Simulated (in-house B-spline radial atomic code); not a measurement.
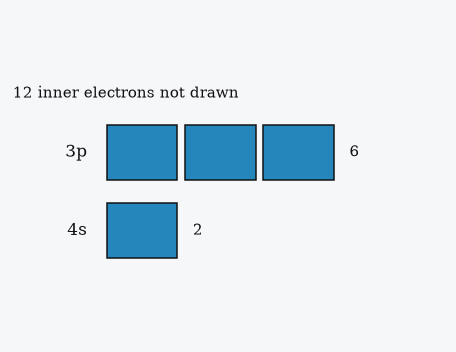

*The outer shells of the closed core: a box for each of the 2l + 1 orbitals, shaded by the share of the shell that is filled, with the electron count at the right.*

Many-body perturbation calculation, with input and output: Mn⁴⁺

Mn⁴⁺, core [Ar] 4s2. Level asked for: one electron outside a closed core: parity- and time-reversal-violating and field-shift constants by sums over states, Dirac-Hartree-Fock, RPA and Brueckner orbitals (in-house B-spline radial atomic code).

### The input
```
basis_form = 2
Z = 25
core_configuration = [Ar] 4s2
rms_radius = 3.7057
mass_number = 55
speed_of_light = 137.035999084
```

Hardware: 1 thread of Arm Neoverse N1, 54 GiB of memory available, shared host.

Launched within a batch (the task file carries these settings):
```bash
python <driver script> task.json out
```

The program writes its results to a structured record and prints no log; tables and figures of this report are taken from that record.

### Outcome

- outcome: not converged
- wall time: 6.2 s

### What went wrong

The run did not meet its convergence test, so its last values are not results. To bear in mind: the closed core is unstable against excitations.
